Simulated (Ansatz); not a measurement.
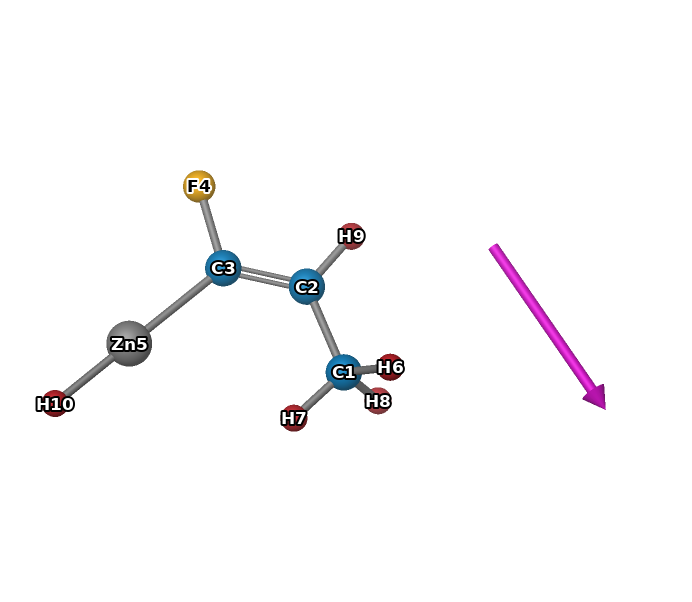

The arrow beside the molecule shows the direction of the dipole moment, from the negative to the positive end (its length means nothing). The computed structure is the end point of a PBE0-D4/def2-TZVP optimisation. No frequency run is at hand to confirm it as a minimum. Properties computed with RKS r2SCAN-D4/def2-TZVPP (Ansatz 0.2.0).

> How large is the dipole moment?

1.58 D; it points from the side of F4 to the side of H6, H8 (the outermost atoms at the two ends).
